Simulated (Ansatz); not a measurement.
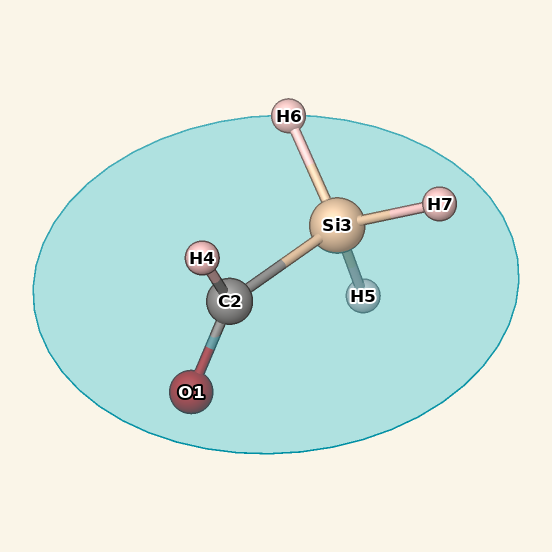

A disc through the centre of mass is drawn in. Atoms fade into the background with distance from the viewer. The computed structure is the end point of a PBE0-D4/def2-TZVP optimisation. No frequency run is at hand to confirm it as a minimum.

**Is the plane of the disc a mirror plane of the structure?**

No. The point group is Cs, with 1 mirror plane, and this plane isn't one of its mirror planes.
